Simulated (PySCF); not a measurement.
B(H)(Br)(NH2), SMILES NBBr (H₃BBrN) at its PBE0/def2-SVP optimised geometry (Å):

```
6

B     -0.1157    -0.5233     0.0000
H     -0.6892    -1.5812     0.0000
Br     1.8146    -0.5233     0.0000
N     -0.8035     0.6777     0.0000
H     -0.3465     1.5812    -0.0001
H     -1.8146     0.7170    -0.0001
```

Method: PBE0/def2-TZVP run with PySCF 2.14.0. Cells within 0.4 Å of a nucleus heavier than hydrogen are left out (blank, or x).

Map of the log10 of the electron density (e/bohr³), floored at −4 on the plane z = 0.0 Å:

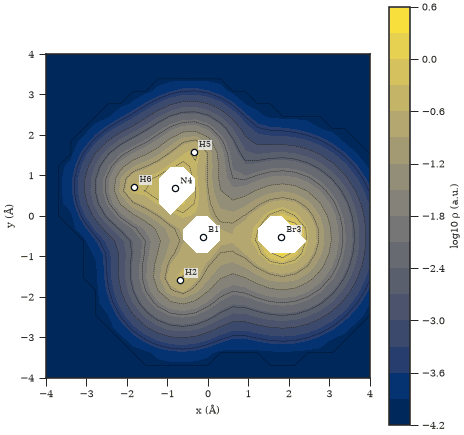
*Log10 of the electron density (e/bohr³), floored at −4 on the plane z = 0.0 Å.*
